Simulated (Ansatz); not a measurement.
# NO2F (nitryl fluoride): r2SCAN0/STO-3G

Aim: the vertical ionisation energy of NO2F (nitryl fluoride) at r2SCAN0/STO-3G, from 2 runs. 

Program for the calculation: Ansatz 0.2.0.

69 further runs of the same task are left out: 10 that didn't finish, 59 set aside as unsound or not needed.

### Step 1. The molecule

NO2F has 4 atoms, charge 0, and is taken as a singlet. SMILES: `O=[N+]([O-])F`. The shape is that of a PBE0-D4/def2-TZVP optimisation.

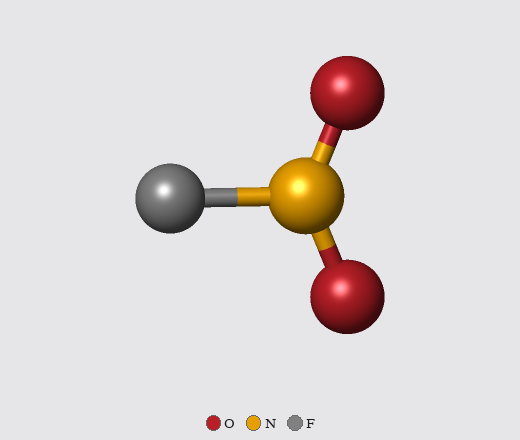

The structure, seen from a chosen angle (oxygen red, nitrogen amber, fluorine grey).

### Step 2. The energy at r2SCAN0/STO-3G

job.yaml

```yaml
crystal:
  periodic: [false, false, false]
  atoms:
    - {symbol: O, position_ang: [0.188290, 0.469930, 1.120250]}
    - {symbol: "N", position_ang: [0.079720, -0.071800, 0.089140]}
    - {symbol: O, position_ang: [0.476580, -1.068680, -0.376880]}
    - {symbol: F, position_ang: [-0.744590, 0.670550, -0.832510]}
basis:
  gaussian:
    orbitals: STO-3G
hamiltonian:
  xc: {name: r2SCAN0}
accuracy: high
```

On the command line:

```
$ ansatz run job.yaml --threads 1 --pin off --max-ram 3480MiB --events-out events.jsonl --progress --plain --runs-dir runs
```

The program printed:

```text
Warning: RAYON_NUM_THREADS=1 ignored (pool sized by the plan → 1); use --threads N
Functional definition: r2SCAN0
  name "r2SCAN0"
  parameter a = 0.25
  parameter k0 = 0.174
  parameter k1 = 0.065
  parameter a1 = 4.9479
  exchange = (1 - a)*r2scan_x(k0 = k0, k1 = k1, a1 = a1) + a*exact_x
  correlation = r2scan_c
368 factors; integrals over basis functions are off by at most 3.7e-8 eV
mean field evaluation 1: about -8170.2822 eV, gradient 5.0e1 eV
mean field evaluation 2: about -8169.2937 eV, gradient 5.4e1 eV
mean field evaluation 4: about -8176.3401 eV, gradient 1.4e0 eV
mean field evaluation 8: about -8176.3732 eV, gradient 3.4e-3 eV
mean field evaluation 16: about -8176.3732 eV, gradient 1.3e-7 eV
mean field -8176.37317355 eV, -300.4761719830 hartree, gradient 1.1e-8 eV, S^2 0.000000; 0 other end points of the search recorded, 0 dependent functions left out
reference -8176.37317363 eV, -300.4761719861 hartree; 16, 16 occupied and 4, 4 virtual orbitals, 368 factors
Total energy: -8176.37317363 eV, -300.4761719861 hartree
```

Wall time 2.8 s (1 thread of Arm Neoverse V1, shared host); peak memory 0.13 GiB.

### Step 3. The doublet cation, same level

molecule.yaml

```yaml
crystal:
  periodic: [false, false, false]
  atoms:
    - {symbol: O, position_ang: [0.188290, 0.469930, 1.120250]}
    - {symbol: N, position_ang: [0.079720, -0.071800, 0.089140]}
    - {symbol: O, position_ang: [0.476580, -1.068680, -0.376880]}
    - {symbol: F, position_ang: [-0.744590, 0.670550, -0.832510]}
basis:
  gaussian: {orbitals: STO-3G}
total_charge: 1
magnetization: {spin_polarized: true, initial_magnetization: 1}
hamiltonian: {xc: {name: r2SCAN0}}
accuracy: high
```

On the command line:

```
$ ansatz run molecule.yaml --threads 1 --pin off --max-ram 3480MiB --events-out events.jsonl --progress --plain --runs-dir runs
```

The program printed (excerpt; [...] marks lines left out):

```text
Warning: RAYON_NUM_THREADS=1 ignored (pool sized by the plan → 1); use --threads N
[... 8 set-up lines as earlier in the session ...]
368 factors; integrals over basis functions are off by at most 3.7e-8 eV
mean field evaluation 1: about -8161.2267 eV, gradient 2.7e1 eV
mean field evaluation 2: about -8115.9800 eV, gradient 9.7e1 eV
mean field evaluation 4: about -8164.8285 eV, gradient 1.2e1 eV
mean field evaluation 8: about -8165.6747 eV, gradient 2.3e-1 eV
mean field evaluation 16: about -8165.6978 eV, gradient 1.7e-3 eV
mean field evaluation 32: about -8161.2267 eV, gradient 2.7e1 eV
mean field evaluation 64: about -8164.6811 eV, gradient 7.1e0 eV
mean field -8165.86286602 eV, -300.0899253056 hartree, gradient 6.5e-8 eV, S^2 0.789931; 7 other end points of the search recorded, 0 dependent functions left out
reference -8165.86286614 eV, -300.0899253101 hartree; 16, 15 occupied and 4, 5 virtual orbitals, 368 factors
Total energy: -8165.86286614 eV, -300.0899253101 hartree
```

Run time: 19 s. Hardware: 1 thread of Arm Neoverse V1, shared host; peak memory 0.22 GiB.

### Step 4. Results

Level: r2SCAN0/STO-3G.

| quantity | value |
| --- | --- |
| singlet NO2F: total energy | -300.47617 Eh |
| doublet cation: total energy | -300.08993 Eh |
| doublet cation: ⟨S²⟩ | 0.790 |
| vertical ionisation energy (to the doublet cation) | 10.510 eV |

**Reading.** The vertical ionisation energy comes to 10.51 eV (1014 kJ/mol). In a minimal basis such a difference can be off by several eV, whatever the method.
